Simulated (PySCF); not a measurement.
CH$_{3}$NS, SMILES `S.C#N`.

Computed with PySCF, B3LYP/def2-SVPD, geometry: GFN2-xTB. GFN2-xTB bond lengths at metals and heavier atoms can be off by up to 0.1 Å and shapes distorted, which carries into these values.

Input

```python
import numpy as np
from pyscf import gto, scf, dft
from pyscf.scf import atom_ks, atom_hf
from scipy.linalg import block_diag
from pyscf.dispersion import dftd3

def solve(mol, dm0=None, hcore=None):
    mf = (dft.UKS if mol.spin else dft.RKS)(mol, xc='b3lyp')
    mf.grids.level = 3
    mf = mf.density_fit(auxbasis='def2-universal-jkfit')
    mf.conv_tol, mf.max_cycle = 1e-8, 80
    if hcore is not None:
        mf.get_hcore = lambda *args: hcore
    mf.kernel(dm0)
    if not mf.converged:
        mf = mf.newton().run(mf.mo_coeff, mf.mo_occ, max_cycle=30)
    assert mf.converged, 'SCF not converged'
    return mf

mol = gto.M(atom='''
S     -1.78144    -0.11366     0.00012
H     -1.98610     1.19639     0.02048
H     -0.46253     0.03811    -0.01036
C      2.67556    -0.12371     0.00424
N      1.60370     0.25764    -0.00751
H      3.67235    -0.47714     0.01509
''', basis='def2-svpd', charge=0, spin=0, verbose=4)
mol_a = gto.M(atom='''
S     -1.78144    -0.11366     0.00012
H     -1.98610     1.19639     0.02048
H     -0.46253     0.03811    -0.01036
ghost-C      2.67556    -0.12371     0.00424
ghost-N      1.60370     0.25764    -0.00751
ghost-H      3.67235    -0.47714     0.01509
''', basis='def2-svpd', charge=0, spin=0, verbose=4)
mol_b = gto.M(atom='''
ghost-S     -1.78144    -0.11366     0.00012
ghost-H     -1.98610     1.19639     0.02048
ghost-H     -0.46253     0.03811    -0.01036
C      2.67556    -0.12371     0.00424
N      1.60370     0.25764    -0.00751
H      3.67235    -0.47714     0.01509
''', basis='def2-svpd', charge=0, spin=0, verbose=4)
ab, a, b = solve(mol), solve(mol_a), solve(mol_b)
e_int = ab.e_tot - a.e_tot - b.e_tot
print('counterpoise-corrected interaction energy / kcal/mol', e_int * 627.5095)
def disp(atoms, charge):
    m = gto.M(atom=atoms, charge=charge, basis='sto-3g', spin=None, unit='Bohr', verbose=0)
    return dftd3.DFTD3Dispersion(m, xc='b3lyp', version='d3bj').get_dispersion()['energy']
e_disp = disp(mol._atom, mol.charge) - disp(mol._atom[:3], mol_a.charge) - disp(mol._atom[3:], mol_b.charge)
print('D3(BJ) part / kcal/mol', e_disp * 627.5095)
# spherically averaged free atoms, for the promolecule
atm = atom_ks.get_atm_nrks(mol, xc='b3lyp')
pro = block_diag(*[(atm[a[0]][2] * atm[a[0]][3]) @ atm[a[0]][2].T for a in mol._atom])
np.savez('result.npz', e_int=e_int, e_disp=e_disp, dm_a=a.make_rdm1(), dm_b=b.make_rdm1(), c=ab.mo_coeff, occ=ab.mo_occ, eps=ab.mo_energy, pro=pro, d=[f.dip_moment(verbose=0) for f in (ab, a, b)])
```

Launched as:

```sh
OMP_NUM_THREADS=1 python input.py
```

The run took 27 s on 1 thread of Intel(R) Xeon(R) Processor @ 2.70GHz, with other jobs on the host, peak memory 0.41 GiB.

Partitions, critical points and surface values were worked out afterwards from this run's density.

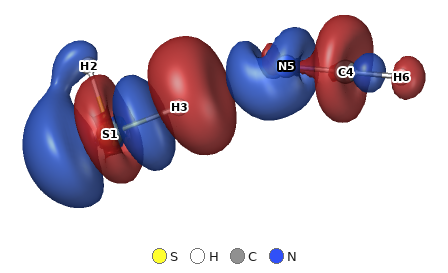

Density of the complex less the densities of the two fragments at the same geometry, ±0.003 e/Å³ (blue: gain, red: loss). Fragment A: H2S (atoms 1–3); fragment B: HCN.

How is the density rearranged on binding?

Answer. Hirshfeld charges show 0.020 e passing from B to A. By Hirshfeld charges, electrons gather most on S1 (−0.038 e) and leave H3 most (+0.024 e); 0.08 e is displaced in all, which induces a dipole of 0.90 D.

What is the interaction energy, and which contacts carry it?

Answer. The counterpoise-corrected interaction energy of the frozen fragments is −0.6 kcal/mol without dispersion correction and −1.7 kcal/mol with D3(BJ). The pair geometry is semi-empirical, not a minimum at this level. Contacts: H3···N5, hydrogen bond, 2.08 Å, ρ = 0.021 a.u. The pose is a local one from a semi-empirical search, not shown to be the most stable.
